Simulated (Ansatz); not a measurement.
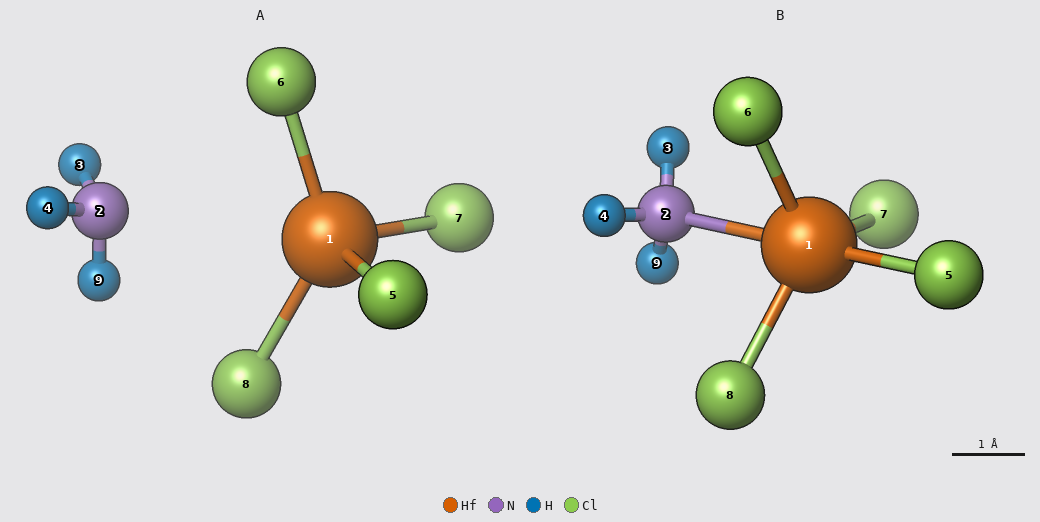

Two geometries of HfNH3Cl4, drawn at one scale. One is the start of a relaxation, the other its converged end. A ball-and-stick model, seen at a tilt.

All numbers below come from RKS B3LYP-D4/def2-SVP (Ansatz 0.2.0). Settings: no spin polarisation; force threshold 0.03 eV/Å; at most 50 steps.

Which of the two is the end point?

Answer. Structure B is the relaxed one. The run prepares an end point of a later path (reaction) calculation, from a guessed geometry. The largest move after the best rigid fit is that of Cl7, 1.43 Å. Largest moves by element: Cl 1.43 Å, H 0.99 Å, N 0.66 Å, Hf 0.58 Å. Near-neighbour distances that change, for instance: Hf1–H3 4.056 → 2.973 Å, Hf1–H4 3.966 → 2.980 Å, Hf1–N2 3.394 → 2.435 Å, Hf1–H9 3.571 → 2.975 Å. New bonds form, among them: Hf1–N2 (3.39 → 2.43 Å). Among the angles between lasting bonds that change: Cl6–Hf1–Cl8 134.5° → 117.4°, Cl6–Hf1–Cl7 104.1° → 117.8°, Cl5–Hf1–Cl7 107.0° → 98.5°. The energy falls by 1.088 eV in 14 accepted moves (15 points after the start). Largest force component: 1.2 eV/Å at the start, 0.018 eV/Å at the end. The line search rejected the trial step at point 5 of the run. The forces were under the threshold at step 13, but the run went on from there.

Limits of the set-up: the start holds two separate molecules, 2.6 Å apart at their closest, whose relative position is a soft coordinate.
